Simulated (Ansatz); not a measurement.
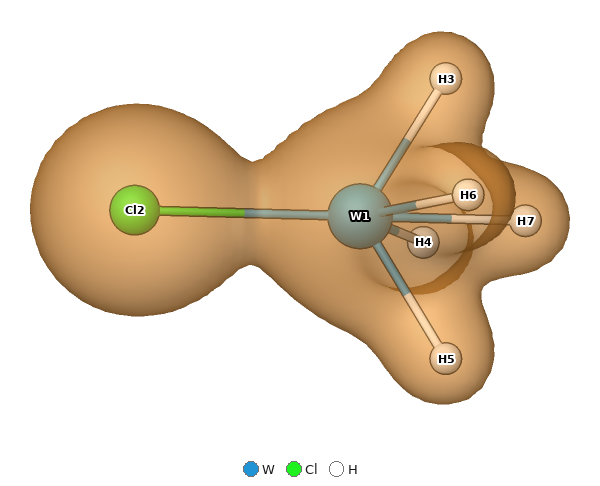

ClH$_{5}$W. Isosurface of the electron density at 0.4 e/Å³ (orange), seen at a tilt.

Core potentials replace the inner electrons of W.

The calculation used RKS PBE0-D4/def2-mTZVP in Ansatz.

```yaml
atoms:
  - { symbol: W, position_ang: [0.0000, 0.0000, 0.5095] }
  - { symbol: Cl, position_ang: [0.0000, 0.0000, 2.8244] }
  - { symbol: H, position_ang: [1.4402, 0.0000, -0.3692] }
  - { symbol: H, position_ang: [0.0000, 1.4402, -0.3692] }
  - { symbol: H, position_ang: [-1.4402, 0.0000, -0.3692] }
  - { symbol: H, position_ang: [0.0000, -1.4402, -0.3692] }
  - { symbol: H, position_ang: [0.0000, 0.0000, -1.1871] }
```

What does this surface tell about the bonding?

At this value the surface is in one piece. It bridges the sampled W–Cl (2.31 Å) and W–H (1.69 Å) contacts, where the density stays above the isovalue. On the grid the lowest density along these lines, outside the cores, is 0.66 e/Å³ (W–Cl, 2.31 Å) and 0.9 e/Å³ (W–H, 1.69 Å).
